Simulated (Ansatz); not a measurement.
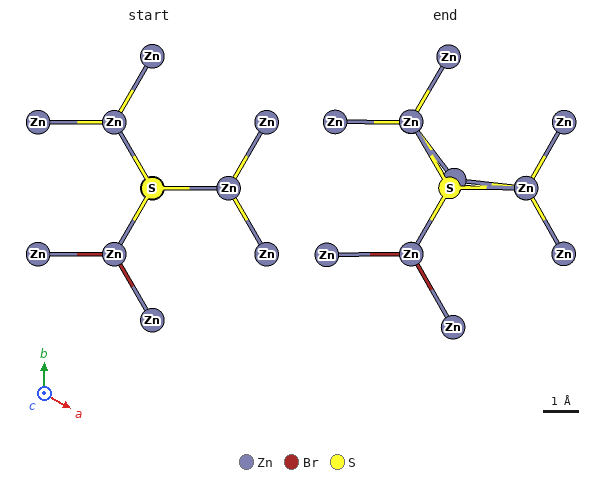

The structure of a defect cell of composition Zn24S23Br (cell charge +1) before (left) and after (right) a relaxation, at one scale.

The picture is a ball-and-stick view of the atoms within 4.2 Å of the atom that moves most (axes of the cell of the calculation (origin shifted)), seen along the c axis.

These are results of Ansatz 0.2.0, DFT, PBE, plane-wave PAW, default files, scalar-relativistic, not measurements. Settings: plane-wave cutoff 420 eV; k-point mesh 3 × 2 × 2; occupations fermi dirac; smearing width 0.01 eV; no spin polarisation; atoms relaxed in a fixed cell; force threshold 0.03 eV/Å; at most 40 steps.

What changed between the two?

The largest move is that of a Zn atom, 0.31 Å roughly along [2 3 1]. Largest moves by element: Zn 0.31 Å, S 0.06 Å, Br 0.05 Å. The lattice vectors keep their values. Some distances before and after: Br–Zn 2.314 → 2.625 Å, Br–Zn 2.314 → 2.599 Å, Br–Zn 2.400 → 2.647 Å, S–Zn 2.400 → 2.283 Å. Bond angles that change, for instance: Zn–S–Zn 110.9° → 101.3°, Br–Zn–S 110.9° → 101.4°, Zn–S–Zn 110.9° → 101.7°. Over 4 geometry steps the energy falls by 1.331 eV per cell of the calculation. The largest force component goes from 2.1 to 0.0099 eV/Å. The run took 7.4 min on 4 threads of Arm Neoverse V1 (shared host), peak memory 5.7 GiB.

Limits of the set-up: the periodic images lie only 7.6 Å apart, so the values are limited by the cell's size; the cell is charged, on a uniform background, and energies carry no finite-size correction.
